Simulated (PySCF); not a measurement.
# BF$_{3}$, SMILES `FB(F)F`: electronic structure

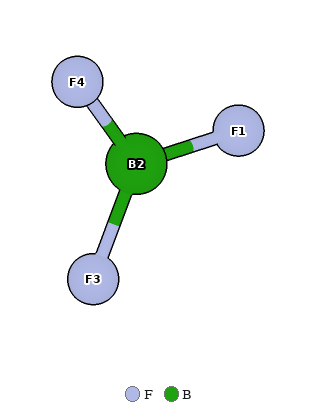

The molecule, with its atoms numbered as below. No frequency check shows the geometry to be a minimum.

Cartesian coordinates (Å):

```
F1      -1.2997   -0.0422    0.0000
B2       0.0000    0.0000    0.0000
F3       0.6133    1.1467    0.0000
F4       0.6864   -1.1045    0.0000
```

### 1. Bonding charge

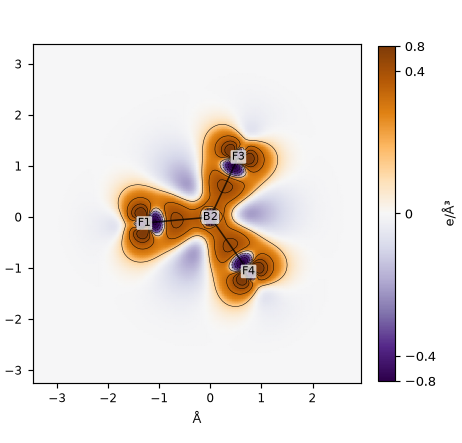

Deformation density (molecule less spherical, spin-averaged free atoms) in the molecular plane; colour scale in e/Å³, logarithmic beyond ±0.1; orange: gain, purple: loss.

Method: ωB97X/def2-SVPD; geometry: GFN2-xTB; program: PySCF.

**How much density has each bond in this plane gained at its critical point, relative to the free atoms?**

B2–F3, B2–F4 and F1–B2: +0.33 e/Å³ at the bond critical point (bond length 1.30 Å). In all, 0.9 electrons gather in the regions of gain relative to the promolecule.

**Where do the Hirshfeld charges lie?**

The highest Hirshfeld charge is on B2 (+0.41 e), the lowest on F1, F3 and F4 (−0.14 e).

```tsv
atom	charge (e)
F1	−0.14
B2	+0.41
F3	−0.14
F4	−0.14
```

### 2. Bond critical points

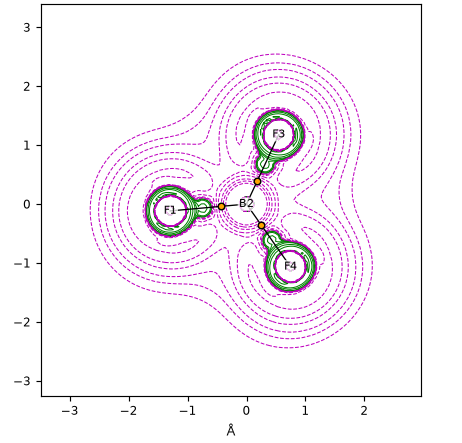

Negative Laplacian of the density (−∇²ρ) in the molecular plane (solid green lines positive, dashed magenta lines negative, contours at ±0.02 to ±8 a.u.), with bond paths and bond critical points (dots).

**Sort the bonds in the plane by the sign of ∇²ρ at their critical points.**

At none is it concentrated. Depleted (∇²ρ > 0): B2–F3, B2–F4 and F1–B2 (+1.47 a.u., H = −0.109). A positive Laplacian with clearly negative H marks a strongly polar covalent bond, whose critical point lies close to the core of the less electronegative atom.

**Where along B2–F3 does the critical point lie?**

0.44 Å from B2 and 0.86 Å from F3.

### 3. Electrostatic potential

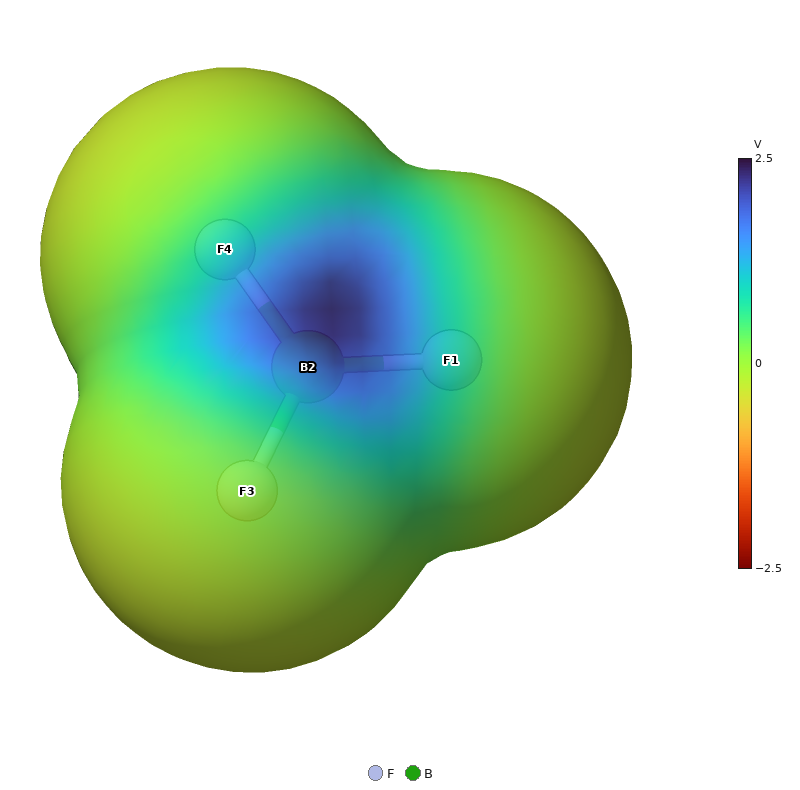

Electrostatic potential on the surface of electron density 0.001 a.u.

**Where are the extremes of the potential on the surface?**

Highest: 2.40 V, off the molecular plane, over B2 (1.6 Å), and at like points elsewhere. Lowest: −0.35 V, 1.6 Å from F4, and at like points elsewhere. The surface is sampled at points, so like sites can differ by a few per cent and only the strongest of them is named.

**What volume does the surface enclose, and what is the dipole moment?**

About 52 Å³; the dipole moment is 0.0 D.

### 4. Excited states

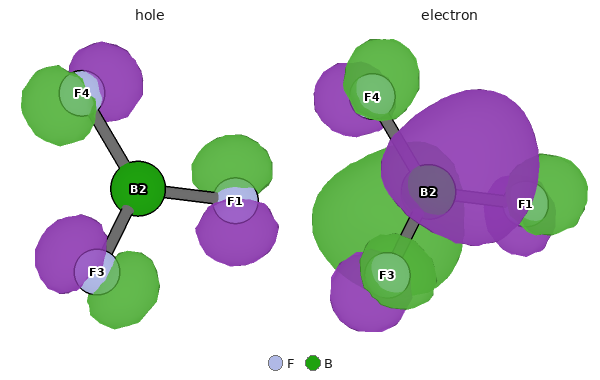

Leading natural transition orbital pair of S₂ (TDA singlet states); the surfaces enclose about 70 % of each orbital's density.

Method: PBE0/6-31+G*; geometry: GFN2-xTB; program: PySCF.

**What kind of excitation is it, and where does it lie?**

10.83 eV (114 nm), f = 0.000 (dark), n → empty p orbital of B2; the leading pair carries 100 %; hole on F1, F3 and F4 (32 % each) and B2 (5 %), electron on B2 (59 %) and F1, F3 and F4 (14 % each); their centroids lie 0.0 Å apart; S₁ lies within 0.1 eV of it. In canonical orbitals it is mainly HOMO → LUMO+1 (86 %). The HOMO–LUMO gap is 12.17 eV.

### 5. In an electric field

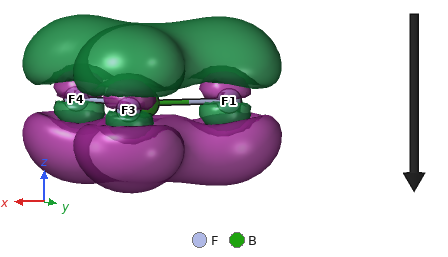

Change of the electron density in a uniform field of 0.10 V/Å along −z (arrow), surfaces at ±0.0005 e/Å³ (green: gain, purple: loss).

Level of theory: B3LYP/aug-cc-pVDZ (PySCF), at a geometry from GFN2-xTB.

The field was applied in both directions; the picture shows the one opposite to the script's first.

**What dipole is induced, and what polarisability does it imply?**

The induced dipole is 0.07 D (along the field); α along this axis, from the fields in both directions, is 13 bohr³ (1.9 Å³).

### 6. Removing or adding an electron

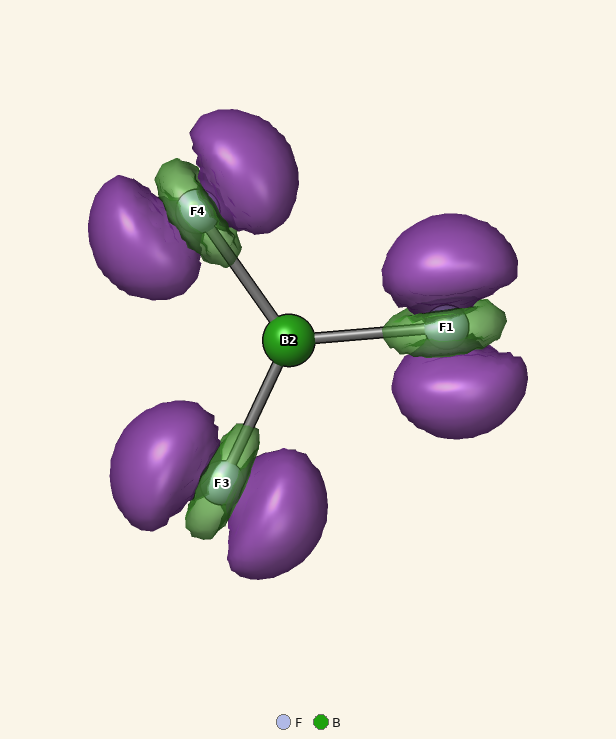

Fukui function f⁻ = ρ(N) − ρ(N−1) at fixed geometry, surfaces at ±0.06 e/Å³ (purple positive, green negative).

Computed with PySCF, ωB97X/6-311+G**, geometry: GFN2-xTB.

**On which atoms does the density change most on removal of an electron?**

f⁻ (Hirshfeld-condensed) is largest on F1, F3 and F4 (0.28 each) and B2 (0.16); the vertical ionisation energy is 15.62 eV. Condensed values hint at sites of electrophilic attack but needn't mark the atom that reacts. Orbital relaxation makes it negative in places (0.15 e in all).

| atom | f⁻ | charge |
| --- | --- | --- |
| F1 | +0.28 | −0.14 |
| B2 | +0.16 | +0.43 |
| F3 | +0.28 | −0.14 |
| F4 | +0.28 | −0.14 |
